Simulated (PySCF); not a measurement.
System: C$_{2}$H$_{6}$B$_{3}$Cl$_{3}$O (SMILES CB(C)OB(Cl)B(Cl)Cl).

```yaml
atoms:
  - { symbol: C, position_ang: [-1.5976, -0.8127, -1.0894] }
  - { symbol: B, position_ang: [-0.8017, 0.1297, -0.0809] }
  - { symbol: C, position_ang: [-1.3639, 1.5619, 0.3295] }
  - { symbol: O, position_ang: [0.3441, -0.2856, 0.4171] }
  - { symbol: B, position_ang: [1.4650, -0.7058, 0.9203] }
  - { symbol: Cl, position_ang: [1.3519, -1.6318, 2.4282] }
  - { symbol: B, position_ang: [2.9845, -0.3985, 0.1991] }
  - { symbol: Cl, position_ang: [3.0749, 0.5142, -1.2636] }
  - { symbol: Cl, position_ang: [4.4743, -0.9500, 0.8447] }
  - { symbol: H, position_ang: [-2.2225, -0.2534, -1.7786] }
  - { symbol: H, position_ang: [-0.9303, -1.4472, -1.6669] }
  - { symbol: H, position_ang: [-2.2556, -1.4739, -0.5284] }
  - { symbol: H, position_ang: [-2.4059, 1.5075, 0.6336] }
  - { symbol: H, position_ang: [-0.7969, 2.0173, 1.1366] }
  - { symbol: H, position_ang: [-1.3247, 2.2365, -0.5231] }
```

Geometry: GFN2-xTB.

These are results of PBE0/pcSseg-1, SCF density, gas phase, non-relativistic in PySCF, not measurements.

Question: What can the converged electron density and electron localisation function tell about the bonding?

Answer: B–O (1.30 Å): the density is about 2.3 e/Å³ at the midpoint; the ELF peaks at about 0.90 between the atoms; a short, strongly polar bond.
B–B (1.71 Å): ρ is about 1.1 e/Å³ halfway; the ELF peaks at about 1 between the atoms: localised, covalent bonding.
B–Cl (1.71 Å): ρ is about 1.4 e/Å³ halfway; the ELF peaks at about 0.90 between the atoms: a shared but strongly polarised pair.
B–Cl (1.77 Å): ρ at the midpoint is about 1.3 e/Å³; the ELF peaks at about 0.90 between the atoms, as expected for a polar covalent bond.

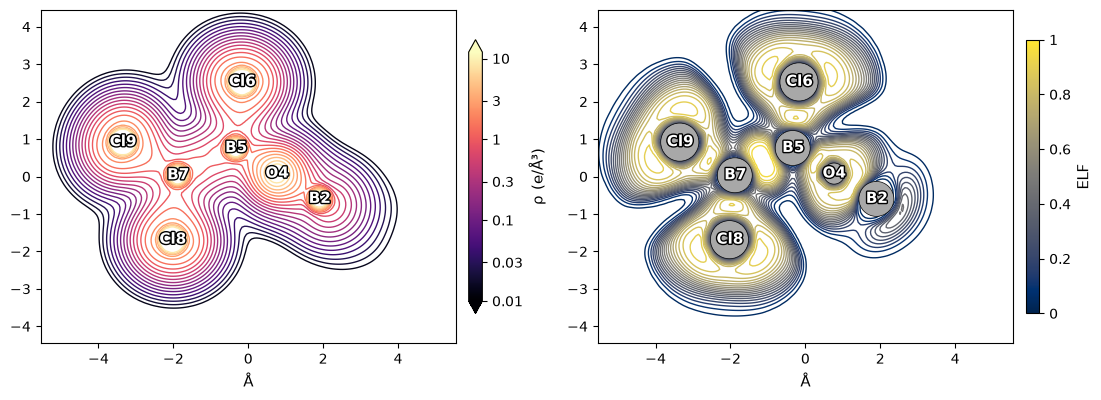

Computed electron density and electron localisation function on the plane of atoms B5, B7 and Cl9, in this order. Grey discs cover the atomic cores in the ELF map. 
